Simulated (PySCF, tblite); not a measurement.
# C₃H₃F₂Si radical: geometry, infrared bands and EPR parameters

Aim: predict the infrared bands and EPR parameters of C₃H₃F₂Si radical (`F[C](F)C#C[SiH3]`).

Programs: tblite 0.8.0 and PySCF 2.14.0, with density-fitted response routines of our own. Each step states its level of theory. These are calculated values for one molecule in the gas phase, unless marked as measured. Atoms are numbered from 0 throughout.

## 1. The molecule as given

9 atoms, charge 0, multiplicity 2; geometry from: force field or distance geometry start.

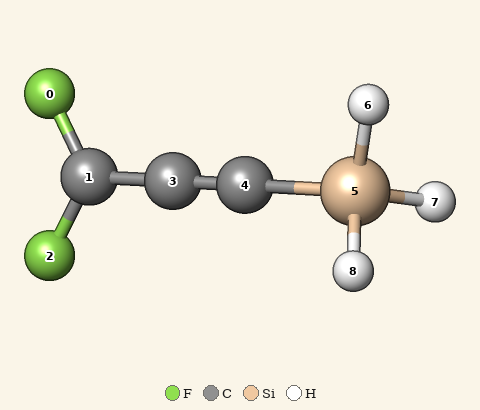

As it starts; fluorine green, carbon grey, silicon light orange, hydrogen white, atoms numbered; sticks join atoms by distance.

## 2. Optimising the geometry with GFN2-xTB

The job: settings as JSON, then the geometry in Å.

```
{"job": {"kind": "relax", "xc": "GFN2-xTB", "basis": "xTB"}, "charge": 0, "multiplicity": 2}
F      3.170600     1.078100     0.016900
C      2.419100     0.022000    -0.368200
F      3.008700    -1.040100    -0.967400
C      1.031100     0.015000    -0.116700
C     -0.151400    -0.002900     0.111800
Si    -1.990300    -0.015400     0.431900
H     -2.481900     1.370000     0.650800
H     -2.282200    -0.817800     1.647100
H     -2.710000    -0.602900    -0.717500
```

Run with:

```console
$ OMP_NUM_THREADS=1 python probes_run.py task.json out
```

One launch serves the whole session: the jobs run in the order shown.

**Question.** This job is followed by: GFN2-xTB harmonic vibrations, gas phase; UKS B3LYP, pcH-1 on C F H Si, non-relativistic, mean-field spin-orbit, GIAO. Predict these results of the whole session: strongest single infrared mode (GFN2-xTB); zero-point energy (GFN2-xTB); g(iso) (B3LYP); ⟨S²⟩; largest a(iso) (averaged by class); surface potential, least and greatest.

The runs gave:

```
                                 quantity                     value
strongest single infrared mode (GFN2-xTB)     1448 cm⁻¹, 465 km/mol
             zero-point energy (GFN2-xTB)             26.0 kcal/mol
                           g(iso) (B3LYP)                   2.00354
                                     ⟨S²⟩        0.768 (exact 0.75)
       largest a(iso) (averaged by class)  19F on F0, F2, 101.3 MHz
    surface potential, least and greatest        -0.42 V and 1.39 V
```

What this shows: The optimisation took 16 steps and gained 0.226 eV; among the close pairs (by a distance rule), C1–C3 changed most, from 1.411 to 1.347 Å. The lowest mode is slightly imaginary (13i cm⁻¹), a soft motion within the noise of the Hessian, so the minimum is not strictly shown. The strongest single mode, at 1448 cm⁻¹, moves mainly C1. Unscaled tight-binding wavenumbers are off by several per cent, some by more. Its intensities can rank the bands wrongly. The largest spin populations lie on C1 (0.59 e), C4 (0.56 e). The isotropic g lies 1.2 ppt above the free-electron value.
